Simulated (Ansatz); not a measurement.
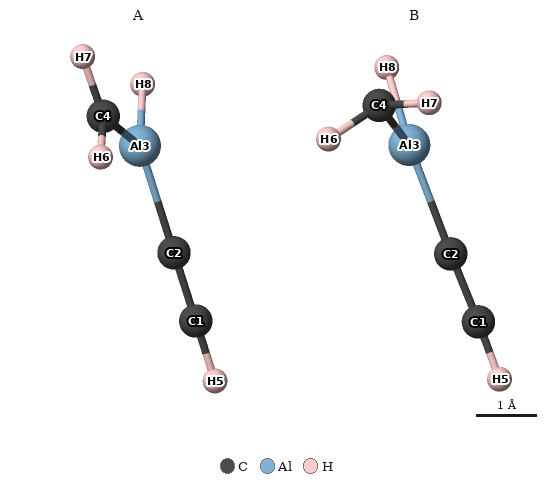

Two geometries of C3H4Al (multiplicity 2), drawn at one scale. One is the start of a relaxation, the other its converged end. A ball-and-stick model, seen from a free direction.

All numbers below come from UKS r2SCANh/def2-SVP (Ansatz 0.2.0). Set-up: collinear spin; force threshold 0.02 eV/Å; at most 50 steps.

Question: Which geometry has the lower energy?

Answer: Structure A is the relaxed one. The run prepares an end point of a later path (hydrogen shift) calculation, from a guessed geometry. H7 moves most after the best rigid fit: 1.44 Å. Largest moves by element: H 1.44 Å, C 0.27 Å, Al 0.20 Å. Some distances before and after: C2–Al3 1.966 → 1.915 Å, C1–H5 1.029 → 1.075 Å, Al3–H8 1.540 → 1.580 Å, C4–H6 1.123 → 1.097 Å. Bond angles that change, for instance: C2–Al3–H8 148.6° → 119.5°, C4–Al3–H8 93.3° → 121.7°, Al3–C4–H7 112.4° → 124.3°. The energy falls by 27.0 kcal/mol in 15 geometry steps. The largest force component goes from 3.9 to 0.003 eV/Å. The forces were under the threshold at step 12, but the run went on from there.
